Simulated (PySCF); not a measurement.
C7H8GeO, SMILES [c]1(ccccc1C=O)[GeH3] at its GFN2-xTB optimised geometry (Å):

```
17

O     -1.1319    -2.7796     0.0008
C     -1.7073    -1.7152     0.0008
C     -1.0285    -0.4311     0.0000
C     -1.7470     0.7646    -0.0006
C     -1.0746     1.9696    -0.0014
C      0.3138     1.9812    -0.0008
C      1.0235     0.7923     0.0000
C      0.3709    -0.4311     0.0000
Ge     1.3856    -2.1105    -0.0019
H     -2.8120    -1.6745     0.0012
H     -2.8279     0.7375    -0.0007
H     -1.6237     2.8994    -0.0022
H      0.8420     2.9240    -0.0010
H      2.1055     0.8095     0.0005
H      2.8279    -1.6481    -0.0040
H      1.1966    -2.9240     1.2295
H      1.1932    -2.9230    -1.2334
```

Level of theory: CAM-B3LYP/def2-SVP in PySCF 2.14.0.

Map of the electrostatic potential (hartree/e), clipped to [-0.08, 0.12] on the plane z = 1.0 Å:

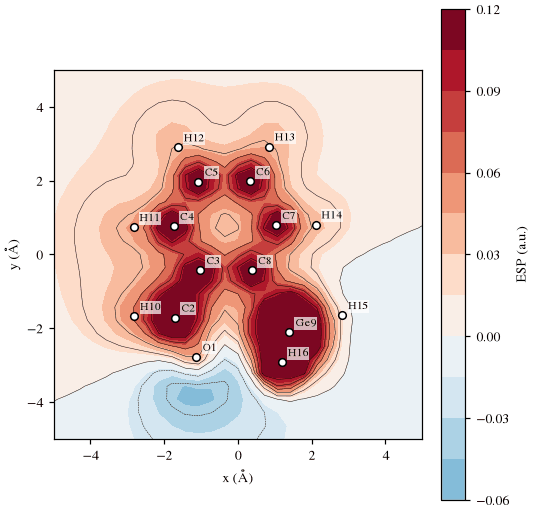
Fig. 1. Electrostatic potential (hartree/e), clipped to [-0.08, 0.12] on the plane z = 1.0 Å.
